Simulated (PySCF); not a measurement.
# C4H6F (doublet): what the fields show

```xyz
11

C     2.0663    0.1407   -0.0749
C     0.7300    0.3982   -0.2245
C    -0.2727   -0.4242    0.2385
C    -1.7229   -0.1502    0.0765
F    -1.9699    1.0220   -0.5913
H     2.8120    0.8136   -0.4548
H     2.4084   -0.7465    0.4287
H     0.4327    1.3029   -0.7390
H    -0.0369   -1.3394    0.7600
H    -2.2245   -0.0657    1.0524
H    -2.2172   -0.9489   -0.4973
```

Geometry: GFN2-xTB.

The calculation used UKS B3LYP, pcH-1 on C F H, non-relativistic, mean-field spin-orbit, GIAO (PySCF 2.14.0, density-fitted response routines).

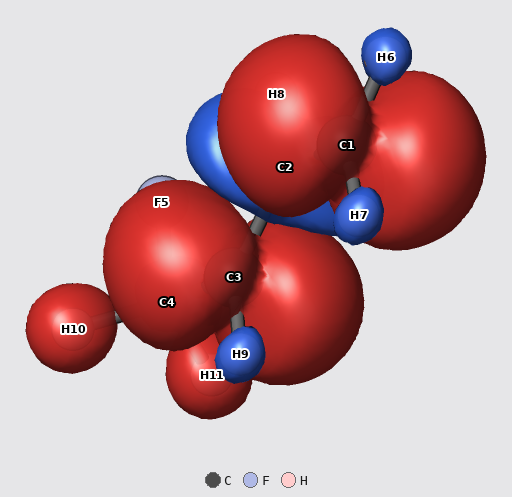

Figure 1. Isosurfaces of the spin density at +0.015 (red) and −0.015 e/Å³ (blue), seen at an oblique angle.

Describe the spin distribution.

The unpaired spin (1 electron) lies mostly on C1 (about 0.4) and C3 (about 0.4), in electrons by Hirshfeld's partition.

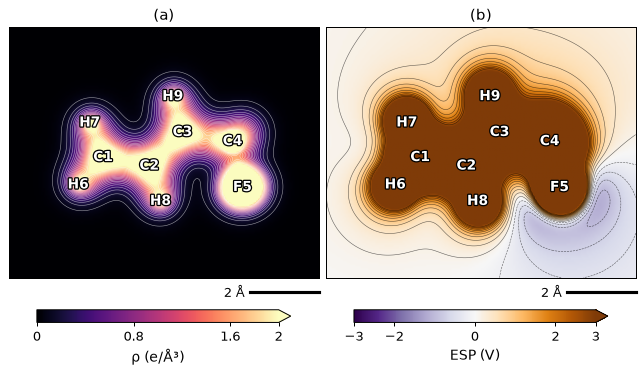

Figure 2. (a) total electron density; (b) electrostatic potential on the plane of atoms C2, C3 and C4.

Read the bonding off the picture.

The plane passes through C, F and H nuclei. C–C (1.37 Å): the density is about 2.2 e/Å³ at the midpoint. C–F (1.37 Å): ρ is about 2.1 e/Å³ halfway, with its minimum of 1.7 e/Å³ about 0.5 Å from C. C–H (1.07 Å): the density is about 2.1 e/Å³ at the midpoint. C–C (1.48 Å): ρ at the midpoint is about 1.8 e/Å³. Outside the dense part of the molecule the potential is most negative (−1.2 V) near F5.

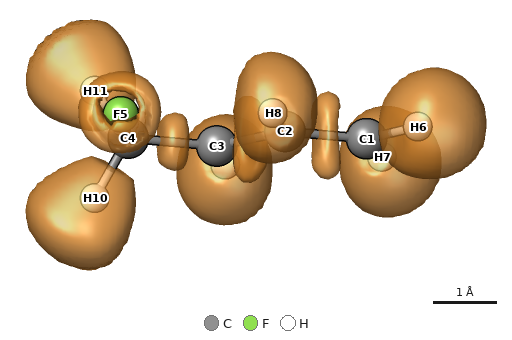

Figure 3. Isosurface of the electron localisation function at 0.85 (orange), seen from one side. Only the valence region is drawn (cores and ρ < 0.01 e/Å³ removed).

Identify the bonds, lone pairs and shells in this picture.

The ELF exceeds this value in three regions between bonded C–C atoms (shared pairs), six regions around hydrogen nuclei and one region wrapped around F (its lone pairs, merged into a ring or cap).


C–C (1.37 Å): the ELF peaks at about 0.95 between the atoms (localised, covalent bonding). C–F (1.37 Å): the ELF peaks at about 0.85 between the atoms: a shared but strongly polarised pair.
